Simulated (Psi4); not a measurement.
# U-wB97X/def2-TZVP run of GaNH3 (SMILES [NH2][GaH])

What is the vertical ionisation energy of GaNH3 at U-wB97X/def2-TZVP? 

The calculation is run with Psi4 1.11.

## 1. The structure to begin with

GaNH3: 5 atoms, total charge 0, spin state doublet. SMILES: `[NH2][GaH]`. Geometry: relaxed at PBE0-D4/def2-TZVP. This is one conformer, not always the lowest.

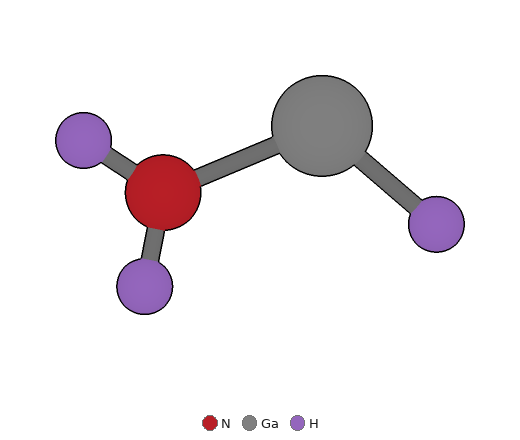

Viewed from a chosen angle; nitrogen red, gallium grey, hydrogen purple.

## 2. A single-point energy at U-wB97X/def2-TZVP

Contents of job.json:

```json
{
  "schema_name": "qcschema_input",
  "schema_version": 1,
  "molecule": {
    "schema_name": "qcschema_molecule",
    "schema_version": 2,
    "symbols": ["N", "Ga", "H", "H", "H"],
    "geometry": [-0.40043297, -1.29257267, 0.12226528, 1.54107165, 1.47946658, 0.78801579, -1.78919269, -1.32526493, -1.1812678, -0.21769645, -2.96554721, 1.0053343, 0.96035882, 3.96445644, -0.81277121],
    "molecular_charge": 0,
    "molecular_multiplicity": 2,
    "fix_symmetry": "c1"
  },
  "driver": "energy",
  "model": {
    "method": "wb97x",
    "basis": "def2-TZVP"
  },
  "keywords": {
    "reference": "uks",
    "puream": true,
    "e_convergence": 1e-09,
    "d_convergence": 1e-08,
    "scf_type": "pk",
    "dft_radial_points": 99,
    "dft_spherical_points": 590,
    "maxiter": 100,
    "scf_properties": ["MAYER_INDICES", "DIPOLE", "QUADRUPOLE"]
  }
}
```

Command:

```bash
$ psi4 --qcschema job.json -n 1 --memory 2200MB
```

stdout:

```text
[...]
  Running in c1 symmetry.
[...]
  Nuclear repulsion =   95.419926978700360
[...]
  Multiplicity = 2
[...]
  Nalpha       = 21
  Nbeta        = 20
[...]
    Number of basis functions: 97
[...]
   @UKS iter   1: -1979.48937459576064   -1.93124e+00   3.34163e-02 DIIS/ADIIS
[...]
   @UKS iter  15: -1981.42791822110576   -2.04636e-12   3.72955e-09 DIIS
[...]
   @S^2 Observed:                7.529376411E-01
[...]
    Orbital Energies [Eh]
    ---------------------
    Alpha Occupied:
       1A   -372.363233     2A    -45.931607     3A    -40.685772
       4A    -40.683992     5A    -40.681997     6A    -14.368226
       7A     -5.585175     8A     -3.875872     9A     -3.870336
      10A     -3.865767    11A     -0.973433    12A     -0.933784
      13A     -0.932219    14A     -0.929496    15A     -0.927190
      16A     -0.909767    17A     -0.587729    18A     -0.567107
      19A     -0.442858    20A     -0.363910    21A     -0.281186
    Alpha Virtual:
      22A      0.038979    23A      0.099140    24A      0.154334
      25A      0.181186    26A      0.191145    27A      0.253866
[...]
  @UKS Final Energy: -1981.42791822110576
   => Energetics <=
    Nuclear Repulsion Energy =             95.4199269787003601
    One-Electron Energy =               -2950.5053693951722380
    Two-Electron Energy =                 938.3935348147088007
    DFT Exchange-Correlation Energy =     -64.7360106193428919
    Empirical Dispersion Energy =           0.0000000000000000
    VV10 Nonlocal Energy =                  0.0000000000000000
    Total Energy =                      -1981.4279182211057559
[...]
 Multipole Moments:
 ------------------------------------------------------------------------------------
     Multipole            Electronic (a.u.)      Nuclear  (a.u.)        Total (a.u.)
 ------------------------------------------------------------------------------------
 L = 1.  Multiply by 2.5417464519 to convert [e a0] to [Debye]
 Dipole X            :          3.3882375           -3.5661113           -0.1778738
 Dipole Y            :          3.0142395           -3.3622894           -0.3480499
 Dipole Z            :          1.9328957           -1.9542468           -0.0213511
 Magnitude           :                                                    0.3914508
 L = 2.  Multiply by 1.3450342976 to convert [e a0^2] to [Debye ang]
 Quadrupole XX       :        -49.4540970           32.1696456          -17.2844514
 Quadrupole XY       :        -41.7388983           42.3274027            0.5885044
[...]
```

The result, in JSON:

```text
{
 "driver": "energy",
 "model": {
  "method": "wb97x",
  "basis": "def2-TZVP"
 },
 "success": true,
 "return_result": -1981.4279182211058,
 "properties": {
  "calcinfo_nbasis": 97,
  "calcinfo_nmo": 97,
  "calcinfo_nalpha": 21,
  "calcinfo_nbeta": 20,
  "calcinfo_natom": 5,
  "nuclear_repulsion_energy": 95.41992697870036,
  "return_energy": -1981.4279182211058,
  "scf_one_electron_energy": -2950.5053693951722,
  "scf_two_electron_energy": 938.3935348147088,
  "scf_xc_energy": -64.73601061934289,
  "scf_dipole_moment": [-0.17787383389020306, -0.3480499269530375, -0.021351085293664696],
  "scf_total_energy": -1981.4279182211058,
  "scf_iterations": 15
 }
}
```

Wall time 26 s (1 thread of AMD EPYC 7R43 (Zen 3), shared host); peak memory 1.2 GiB.

## 3. The singlet cation: energy and forces at wB97X/def2-TZVP

Contents of calc.inp:

```
memory 2200 mb

molecule {
  1 1
  N     -0.211900    -0.684000     0.064700
  Ga     0.815500     0.782900     0.417000
  H     -0.946800    -0.701300    -0.625100
  H     -0.115200    -1.569300     0.532000
  H      0.508200     2.097900    -0.430100
  units angstrom
  symmetry c1
  no_reorient
  no_com
}

set reference rks
set puream true
set e_convergence 1e-09
set d_convergence 1e-08
set scf_type pk
set dft_radial_points 99
set dft_spherical_points 590

gradient("wb97x/def2-TZVP")
```

Command:

```bash
$ psi4 -n 1 calc.inp calc.out
```

calc.out:

```text
[...]
  Running in c1 symmetry.
[...]
  Nuclear repulsion =   95.419926874908640
[...]
  Multiplicity = 1
[...]
  Nalpha       = 20
  Nbeta        = 20
[...]
    Number of basis functions: 97
[...]
   @RKS iter   1: -1979.45595186015862   -1.89781e+00   3.21775e-02 ADIIS/DIIS
[...]
   @RKS iter  13: -1981.13769954791201   -5.68434e-12   4.31035e-09 DIIS
[...]
    Orbital Energies [Eh]
    ---------------------
    Doubly Occupied:
       1A   -372.672640     2A    -46.238473     3A    -40.992431
       4A    -40.992426     5A    -40.987950     6A    -14.601056
       7A     -5.891643     8A     -4.181044     9A     -4.180085
      10A     -4.168754    11A     -1.246326    12A     -1.240076
      13A     -1.239605    14A     -1.232194    15A     -1.230047
      16A     -1.159621    17A     -0.807832    18A     -0.800337
      19A     -0.680514    20A     -0.585404
[...]
  @RKS Final Energy: -1981.13769954791201
   => Energetics <=
    Nuclear Repulsion Energy =             95.4199268749086400
    One-Electron Energy =               -2938.8921243946733739
    Two-Electron Energy =                 926.9517585988090786
    DFT Exchange-Correlation Energy =     -64.6172606269560958
    Empirical Dispersion Energy =           0.0000000000000000
    VV10 Nonlocal Energy =                  0.0000000000000000
    Total Energy =                      -1981.1376995479117795
[...]
 Multipole Moments:
 ------------------------------------------------------------------------------------
     Multipole            Electronic (a.u.)      Nuclear  (a.u.)        Total (a.u.)
 ------------------------------------------------------------------------------------
 L = 1.  Multiply by 2.5417464519 to convert [e a0] to [Debye]
 Dipole X            :        -42.4270557           43.9236602            1.4966045
 Dipole Y            :        -35.5021085           36.4890997            0.9869912
 Dipole Z            :        -23.3410897           24.2956419            0.9545522
 Magnitude           :                                                    2.0310457
[...]
  -Total Gradient:
     Atom            X                  Y                   Z
    ------   -----------------  -----------------  -----------------
       1       -0.034474298047    -0.008260659733    -0.029208571710
       2        0.052960782005     0.013757342355     0.044350791483
       3        0.000279431215    -0.008900473217     0.004062219456
       4        0.001042273251     0.002990061463    -0.000268770298
       5       -0.020078955245     0.000255813509    -0.019124362356
[...]
```

Run time: 27 s. Hardware: 1 thread of AMD EPYC 7R43 (Zen 3), shared host; peak memory 1.2 GiB.

## 4. Results

Level: U-wB97X/def2-TZVP.

| quantity | value |
| --- | --- |
| doublet GaNH3: total energy | -1981.42792 Eh |
| doublet GaNH3: dipole moment | 0.99 D |
| doublet GaNH3: HOMO energy (highest over α and β) | -7.65 eV |
| doublet GaNH3: LUMO energy (lowest over α and β) | -1.06 eV |
| doublet GaNH3: ⟨S²⟩ | 0.753 |
| singlet cation: total energy | -1981.13770 Eh |
| singlet cation: HOMO energy | -15.93 eV |
| singlet cation: LUMO energy | -8.16 eV |
| singlet cation: HOMO–LUMO gap | 7.77 eV |
| singlet cation: largest force on an atom | 3.622 eV/Å |
| vertical ionisation energy (to the singlet cation) | 7.897 eV |

In words: The vertical ionisation energy comes to 7.90 eV (182 kcal/mol). Only the singlet of the ionised species was computed; a triplet could lie lower.
